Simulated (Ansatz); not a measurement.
# GeH3F (fluorogermane): wB97X/aug-cc-pVDZ

Aim: the electronic atomisation energy of GeH3F (fluorogermane) at wB97X/aug-cc-pVDZ, from 4 runs. 

The calculation is run with Ansatz 0.2.0.

55 further runs of the same task are left out: 6 that didn't finish, 49 set aside as unsound or not needed.

### Step 1. The structure to begin with

GeH3F has 5 atoms, charge 0, and is taken as a singlet. As SMILES, `[F][GeH3]`. The coordinates come from a PBE0-D4/def2-TZVP relaxation.

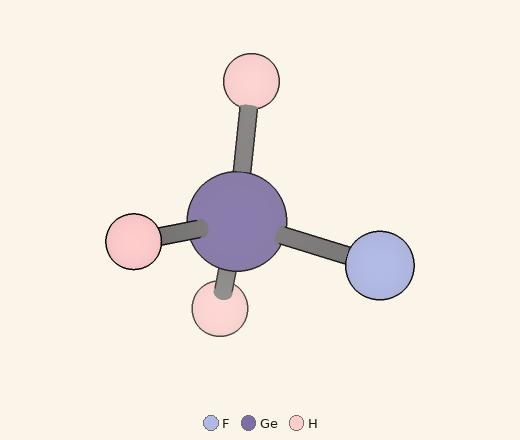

The structure, seen from a chosen angle (fluorine light blue, germanium purple, hydrogen pink).

### Step 2. A single-point energy at wB97X/aug-cc-pVDZ

File input.yaml:

```yaml
crystal:
  periodic: [false, false, false]
  atoms:
    - symbol: F
      position_ang: [-1.046500, 0.474300, 1.162200]
    - symbol: Ge
      position_ang: [0.068200, -0.041600, -0.072800]
    - symbol: H
      position_ang: [1.331000, -0.512000, 0.658600]
    - symbol: H
      position_ang: [-0.627800, -1.178000, -0.831200]
    - symbol: H
      position_ang: [0.325100, 1.183600, -0.958100]
basis:
  gaussian:
    orbitals: aug-cc-pVDZ
output: {orbitals: {seedname: orbitals}}
accuracy: high
hamiltonian:
  xc: {name: wB97X}
```

On the command line:

```sh
$ ansatz run input.yaml --threads 1 --pin off --max-ram 3480MiB --events-out events.jsonl --progress --plain --runs-dir runs
```

What it wrote:

```text
Warning: RAYON_NUM_THREADS=1 ignored (pool sized by the plan → 1); use --threads N
Functional definition: wB97X
  name "wB97X"
  parameter omega = 0.3/bohr
  parameter cx = 0.157706
  parameter cx1 = 0.726479
  parameter cx2 = 1.04760
  parameter cx3 = -5.70635
  parameter cx4 = 13.2794
  parameter css1 = -4.33879
  parameter css2 = 18.2308
  parameter css3 = -31.7430
  parameter css4 = 17.2901
  parameter cos1 = 2.37031
  parameter cos2 = -11.3995
  parameter cos3 = 6.58405
  parameter cos4 = -3.78132
  exchange = spin_sum(e_x_unif_sr(omega)*poly(b97_u_x, 1 - cx, cx1, cx2, cx3, cx4)) + cx*exact_x_sr(omega)
      + exact_x_lr(omega)
  correlation = spin_sum(e_c_pw_same_spin*poly(b97_u_same, 1, css1, css2, css3, css4))
      + integral(e_c_pw_opposite_spin*poly(b97_u_opposite, 1, cos1, cos2, cos3, cos4))
1740 factors; integrals over basis functions are off by at most 4.5e-9 eV
391 factors; integrals over basis functions are off by at most 2.2e-9 eV
mean field evaluation 1: about -59282.8408 eV, gradient 3.3e1 eV
mean field evaluation 2: about -59282.0333 eV, gradient 4.3e1 eV
mean field evaluation 4: about -59284.6851 eV, gradient 1.3e0 eV
mean field evaluation 8: about -59284.7139 eV, gradient 6.7e-2 eV
mean field evaluation 16: about -59284.7139 eV, gradient 1.7e-6 eV
mean field -59284.71387557 eV, -2178.6730503047 hartree, gradient 2.5e-8 eV, S^2 0.000000; 0 other end points of the search recorded, 0 dependent functions left out
reference -59284.71386990 eV, -2178.6730500963 hartree; 22, 22 occupied and 64, 64 virtual orbitals, 1740 factors
Total energy: -59284.71386990 eV, -2178.6730500963 hartree
```

Run time: 18 s. Hardware: 1 thread of Arm Neoverse V2, shared host; peak memory 0.43 GiB.

### Step 3. The F atom at the same level

File input.yaml:

```yaml
crystal:
  periodic: [false, false, false]
  atoms:
    - {symbol: F, position_ang: [0.000000, 0.000000, 0.000000]}
basis:
  gaussian:
    orbitals: aug-cc-pVDZ
magnetization:
  spin_polarized: true
  initial_magnetization: 1
hamiltonian:
  xc: {name: wB97X}
accuracy: high
```

Run the same way, it converges to -99.71648 Eh (log not shown).

### Step 4. The Ge atom at the same level

File input.yaml:

```yaml
crystal:
  periodic: [false, false, false]
  atoms:
    - {symbol: Ge, position_ang: [0.000000, 0.000000, 0.000000]}
basis:
  gaussian: {orbitals: aug-cc-pVDZ}
magnetization: {spin_polarized: true, initial_magnetization: 2}
hamiltonian: {xc: {name: wB97X}}
accuracy: high
```

Run the same way, it converges to -2076.92441 Eh (log not shown).

### Step 5. The H atom at the same level

File molecule.yaml:

```yaml
crystal:
  periodic: [false, false, false]
  atoms:
    - {symbol: H, position_ang: [0.000000, 0.000000, 0.000000]}
basis:
  gaussian:
    orbitals: aug-cc-pVDZ
magnetization:
  spin_polarized: true
  initial_magnetization: 1
hamiltonian:
  xc: {name: wB97X}
accuracy: high
```

Run the same way, it converges to -0.50101 Eh (log not shown).

### Step 6. Results

Level: wB97X/aug-cc-pVDZ.

| quantity | value |
| --- | --- |
| molecule: total energy | -2178.67305 Eh |
| molecule: HOMO energy | -12.14 eV |
| molecule: LUMO energy | 1.10 eV |
| molecule: HOMO–LUMO gap | 13.24 eV |
| F atom: total energy | -99.71648 Eh |
| F atom: ⟨S²⟩ | 0.752 |
| Ge atom: total energy | -2076.92441 Eh |
| Ge atom: ⟨S²⟩ | 2.002 |
| H atom: total energy | -0.50101 Eh |
| H atom: ⟨S²⟩ | 0.750 |
| electronic atomisation energy | 14.398 eV |

In words: Taking the molecule apart into free atoms costs 14.40 eV (1389 kJ/mol), before zero-point energy and without spin-orbit coupling.
